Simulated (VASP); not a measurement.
Band structure of BaHfO₃ (cubic perovskite). Level of theory: optB86b-vdW, VASP's PBE PAW potentials (set 64) (plane waves; VASP).

Unless said otherwise, spin-orbit coupling is left out, though it shifts the bands of the heavy elements here.

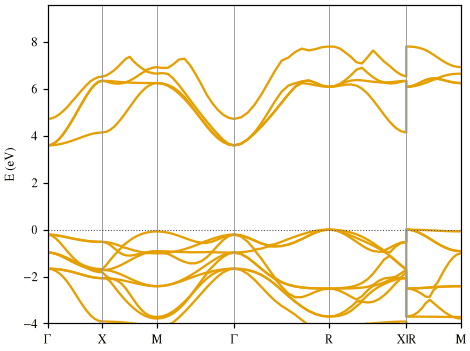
Figure. Bands along high-symmetry lines, zero at the valence-band maximum or, without a gap, the Fermi level

Question: Read the plot: is there a gap, and where are the band edges?

Answer: The gap is indirect, 3.58 eV, from the valence maximum at R to the conduction minimum at Γ. (Edges off the drawn lines would not show.)

The compound is BaHfO3 in the cubic perovskite structure. It was relaxed first.
